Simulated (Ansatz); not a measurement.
One crystal and one scan (scan of one atom of the cell) at two levels, PBE (plane waves to 420 eV, PAW, scalar-relativistic; Ansatz, a quantum-chemistry and plane-wave program) and r2SCAN (plane waves to 500 eV, PAW, scalar-relativistic; Ansatz), each from its own relaxed cell and on its own mesh. The cell shown is that of PBE.

Relaxed WC (WC type, space group P-6m2):

```xyz
4
Lattice="5.8439 0.0000 0.0000 -1.4610 2.5305 0.0000 0.0000 0.0000 2.8473" Properties=species:S:1:pos:R:3 pbc="T T T"
W      0.0000     0.0000     0.0000
W      2.9220     0.0000     0.0000
C      1.4610     0.8435     1.4236
C      4.3829     0.8435     1.4236
```

In this cell atom 1 (W, nearest neighbour C at 2.207 Å; its periodic images, 2.8 Å or more away, move with it) is moved by s along Cartesian x, unit vector (1.000, 0.000, 0.000); all other atoms and the cell stay fixed.

The energy includes the smearing's −TS. Spin-orbit coupling is left out, though W is heavy. The PAW data are Ansatz's earlier set. WC is run without spin polarisation. WC was relaxed with its symmetry unable to fall. With partly filled bands, energies and forces of such displacements shift with the k mesh and the smearing. Percentages come from the unrounded values. Both scans cover s from -0.440 to 0.440 Å.

```json
[
 {"quantity": "Lattice constant a (Å)", "PBE": "2.922", "r2SCAN": "2.913", "PBE − r2SCAN": "+0.009 (+0.3 %)"},
 {"quantity": "Lattice constant c (Å)", "PBE": "2.847", "r2SCAN": "2.837", "PBE − r2SCAN": "+0.010 (+0.4 %)"},
 {"quantity": "Relaxed volume (Å³/atom)", "PBE": "10.53", "r2SCAN": "10.42", "PBE − r2SCAN": "+0.11 (+1.0 %)"},
 {"quantity": "Energy at s = 0.440 Å (meV/cell)", "PBE": "2716", "r2SCAN": "2834", "PBE − r2SCAN": "-118 (-4.2 %)"},
 {"quantity": "Force along the line at s = -0.440 Å (eV/Å)", "PBE": "11.27", "r2SCAN": "11.62", "PBE − r2SCAN": "-0.35 (-3.0 %)"},
 {"quantity": "Force constant k = d²E/ds² at s = 0 (finite differences) (eV/Å²)", "PBE": "27.72", "r2SCAN": "29.02", "PBE − r2SCAN": "-1.30 (-4.5 %)"}
]
```

PBE gives the higher value for: lattice constant a; lattice constant c; relaxed volume. PBE gives the lower value for: energy at s = 0.440 Å; force along the line at s = -0.440 Å; force constant k = d²E/ds² at s = 0. Both give the same symmetry of the curve: not even: the positive side lies higher at ±0.440 Å. Neither level is exact: the differences show how much the result hangs on the functional.

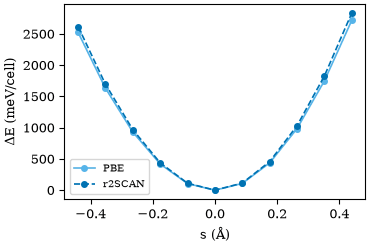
Figure: ΔE, each from the undisplaced structure of its own level.

(A displaced cell: forces are minus the slopes of the energy, force constants its curvatures, and phonons follow from these.)
